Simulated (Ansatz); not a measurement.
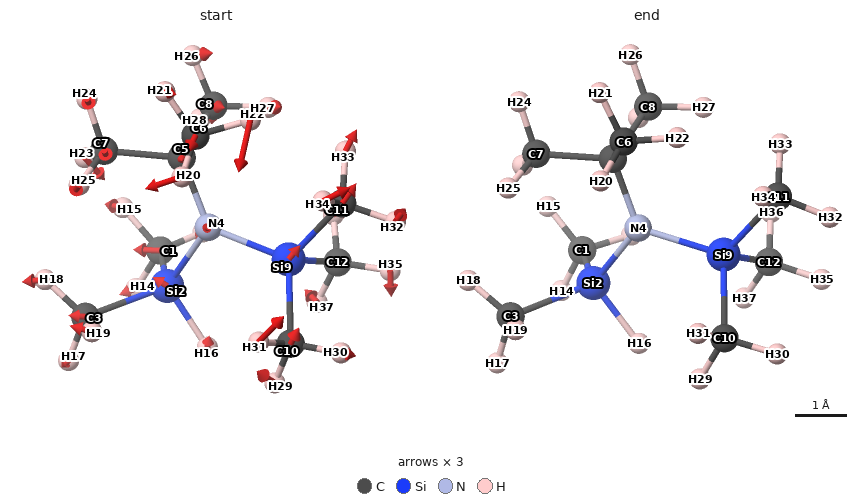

The structure of C9H25NSi2 (coarse preliminary run) before (left) and after (right) a relaxation, at one scale. The red arrows give the displacements, 3 times their true length.

Style: ball-and-stick. Shown at a tilt.

The start comes from a force field.

Level of theory: Ansatz 0.2.0, RKS PBE-D4/def2-SVP.

The input:
```yaml
crystal:
  periodic: [false, false, false]
  atoms:
    - {symbol: C, position_ang: [-2.718200, -0.623600, -0.744400]}
    - {symbol: Si, position_ang: [-1.652300, -0.285500, 0.695200]}
    - {symbol: C, position_ang: [-2.381300, 0.973700, 1.857300]}
    - {symbol: N, position_ang: [0.049900, 0.160800, 0.180700]}
    - {symbol: C, position_ang: [0.302600, 1.297500, -0.757300]}
    - {symbol: C, position_ang: [1.668000, 1.967100, -0.399100]}
    - {symbol: C, position_ang: [-0.674900, 2.492800, -0.629500]}
    - {symbol: C, position_ang: [0.350600, 0.866900, -2.223000]}
    - {symbol: Si, position_ang: [0.990700, -1.250400, 0.519300]}
    - {symbol: C, position_ang: [1.100000, -1.664700, 2.347800]}
    - {symbol: C, position_ang: [2.778400, -1.049200, -0.033400]}
    - {symbol: C, position_ang: [0.403800, -2.767500, -0.473200]}
    - {symbol: H, position_ang: [-2.397200, -1.305100, -1.446600]}
    - {symbol: H, position_ang: [-3.768000, -0.931600, -0.402300]}
    - {symbol: H, position_ang: [-2.941300, 0.316100, -1.332200]}
    - {symbol: H, position_ang: [-1.645600, -1.519100, 1.477700]}
    - {symbol: H, position_ang: [-3.218900, 0.597000, 2.378100]}
    - {symbol: H, position_ang: [-2.671600, 1.905000, 1.376000]}
    - {symbol: H, position_ang: [-1.615600, 1.233500, 2.648400]}
    - {symbol: H, position_ang: [1.742400, 2.111600, 0.696300]}
    - {symbol: H, position_ang: [1.744000, 2.948600, -0.876200]}
    - {symbol: H, position_ang: [2.537000, 1.341800, -0.789700]}
    - {symbol: H, position_ang: [-1.692600, 2.249500, -0.983200]}
    - {symbol: H, position_ang: [-0.405800, 3.330200, -1.299700]}
    - {symbol: H, position_ang: [-0.695700, 2.876100, 0.395400]}
    - {symbol: H, position_ang: [0.533900, 1.723700, -2.878500]}
    - {symbol: H, position_ang: [1.062600, 0.048000, -2.368400]}
    - {symbol: H, position_ang: [-0.638200, 0.475700, -2.499400]}
    - {symbol: H, position_ang: [0.181400, -2.089000, 2.704300]}
    - {symbol: H, position_ang: [1.879100, -2.370700, 2.470600]}
    - {symbol: H, position_ang: [1.341200, -0.765100, 2.901300]}
    - {symbol: H, position_ang: [3.354400, -2.000100, 0.092600]}
    - {symbol: H, position_ang: [2.875900, -0.791700, -1.101700]}
    - {symbol: H, position_ang: [3.291800, -0.267000, 0.539000]}
    - {symbol: H, position_ang: [1.129500, -3.555100, -0.439900]}
    - {symbol: H, position_ang: [0.256300, -2.519400, -1.531400]}
    - {symbol: H, position_ang: [-0.545800, -3.109600, -0.063900]}
basis:
  gaussian: {orbitals: def2-SVP}
hamiltonian: {xc: pbe, dispersion: d4}
relax: {f_tol: 0.03, max_steps: 200}
```

Question: Describe what moved and what it gained.

Answer: The largest move after the best rigid fit is that of H22, 0.40 Å. By element the largest moves are H 0.40 Å, C 0.20 Å, Si 0.12 Å, N 0.06 Å. Among the contacts that change: C1–H13 1.030 → 1.109 Å, C1–Si2 1.823 → 1.898 Å, N4–Si9 1.730 → 1.797 Å, Si2–N4 1.833 → 1.778 Å. Bond angles that change, for instance: Si2–C1–H13 118.6° → 110.1°, Si2–N4–Si9 104.6° → 112.3°, N4–Si2–H16 110.6° → 103.6°. Over 7 accepted moves (8 points after the start) the energy falls by 82.6 kJ/mol. The largest force component goes from 3.3 to 0.0085 eV/Å. The line search rejected the trial step at point 3 of the run. The forces were under the threshold at step 5, but the run went on from there.
